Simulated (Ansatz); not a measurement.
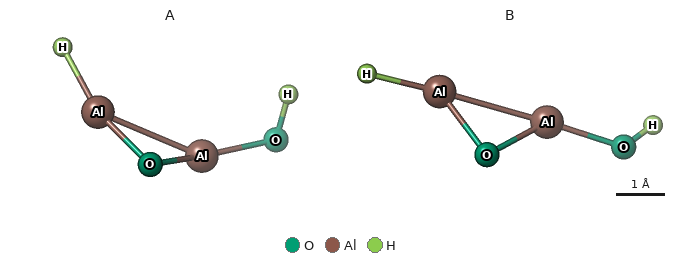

Two geometries of Al2H2O2, drawn at one scale. One is the start of a relaxation, the other its converged end. A ball-and-stick model, seen at a tilt.

The calculation used RKS PBE-D4/def2-SVP (Ansatz). Settings: no spin polarisation; force threshold 0.02 eV/Å; at most 50 steps.

Question: Which geometry has the lower energy?

Answer: Structure B is the relaxed one. The run prepares an end point of a later path (hydrogen shift) calculation, from a guessed geometry. An H atom moves most after the best rigid fit: 1.12 Å. By element the largest moves are H 1.12 Å, Al 0.73 Å, O 0.58 Å. Some distances before and after: Al–O 1.807 → 1.712 Å, H–O 1.029 → 0.971 Å, Al–Al 2.441 → 2.384 Å, Al–O 1.814 → 1.761 Å. Among the angles between lasting bonds that change: Al–Al–H 129.8° → 177.5°, O–Al–Al 144.3° → 177.3°, O–Al–H 162.1° → 130.1°. The energy falls by 33.8 kcal/mol in 11 geometry steps. Largest force component: 1.8 eV/Å at the start, 0.0024 eV/Å at the end.
